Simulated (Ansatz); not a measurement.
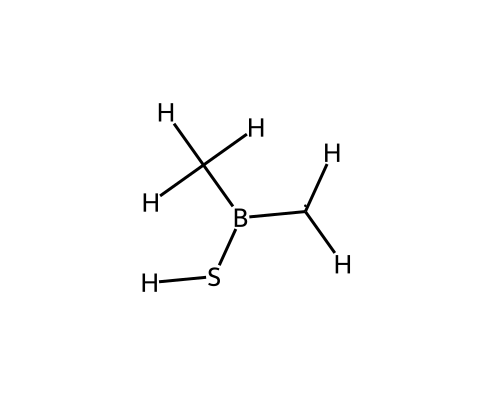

Charge 0, doublet.

> Transcribe the drawing into SMILES.

[CH2]B(C)S

> What is the molecular formula?

C2H6BS.

More results for the same structure follow; atom numbers are the same in all pictures, views and colours differ. The computed structure is the end point of a PBE0-D4/def2-TZVP optimisation.

### Levels of theory compared

Program: Ansatz 0.2.0.

At this fixed geometry, give HOMO energy (eV), dipole (D) at these levels: B3LYP-D4/def2-TZVPP; PBE-D4/def2-TZVPP; r2SCAN-D4/def2-TZVPP; ωB97M-V/def2-TZVPP.

| level | HOMO energy (eV) | dipole (D) |
| --- | --- | --- |
| B3LYP-D4/def2-TZVPP | −6.62 | 0.89 |
| PBE-D4/def2-TZVPP | −5.68 | 0.81 |
| r2SCAN-D4/def2-TZVPP | −6.08 | 0.97 |
| ωB97M-V/def2-TZVPP | −8.95 | 0.97 |

### Charges

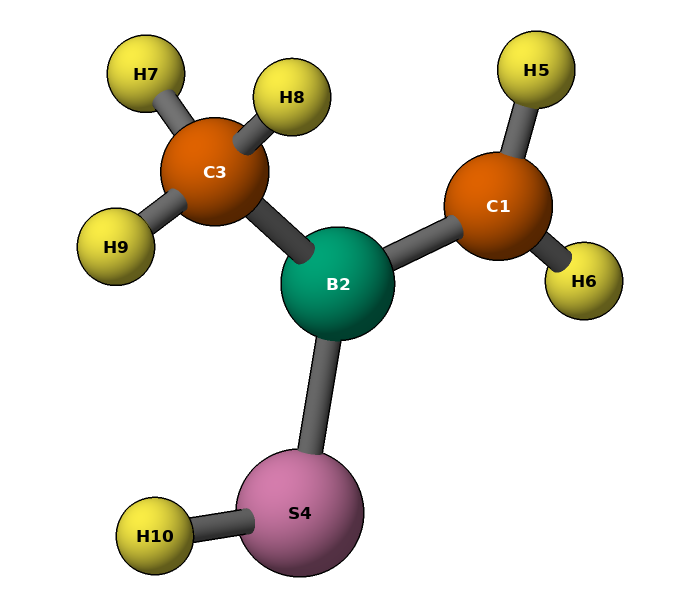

The questions are on Mulliken charges. Level of theory: UKS PBE0-D4/def2-TZVP (Ansatz 0.2.0).

> Which atom carries the highest charge (most positive or least negative)?

H7, H10 (0.15 e).

> And the lowest?

C3 (−0.43 e).

Give the Mulliken charges atom by atom.

| atom | value (e) |
| --- | --- |
| C1 | −0.31 |
| B2 | 0.12 |
| C3 | −0.43 |
| S4 | −0.20 |
| H5 | 0.14 |
| H6 | 0.14 |
| H7 | 0.15 |
| H8 | 0.14 |
| H9 | 0.12 |
| H10 | 0.15 |

### Vibrations

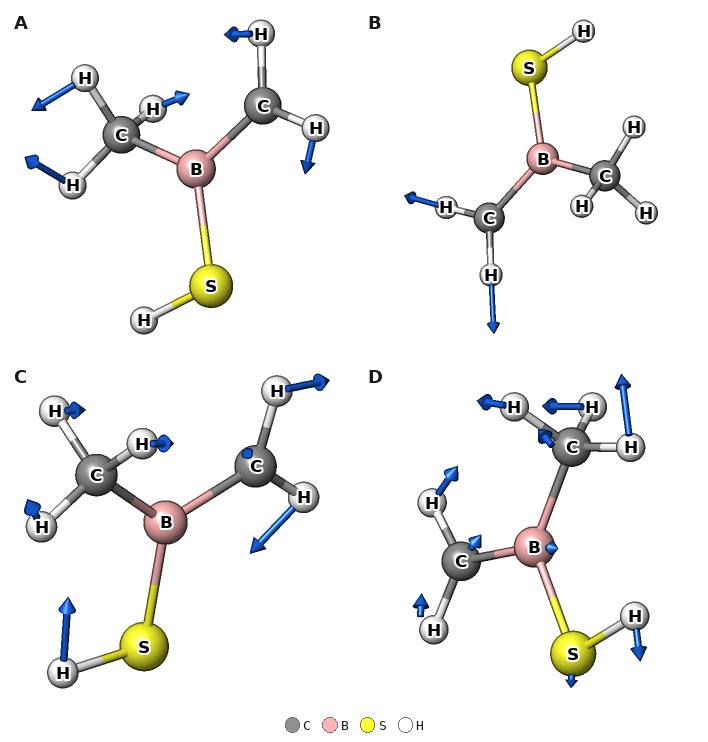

4 normal modes of one molecule or complex, as arrows. Harmonic vibrations computed with UKS PBE0-D4/def2-TZVP (Ansatz 0.2.0) at a stationary point of the same level.

> Match the panels to the wavenumbers 290 cm⁻¹, 790 cm⁻¹, 1454 cm⁻¹, 3136 cm⁻¹.

A: 1454 cm⁻¹, H–C–H bending
B: 3136 cm⁻¹, in-phase stretching of 2 C–H bonds
C: 790 cm⁻¹, B–C–H bending
D: 290 cm⁻¹

Mulliken values depend strongly on the basis set and can even reverse the polarity of a bond.
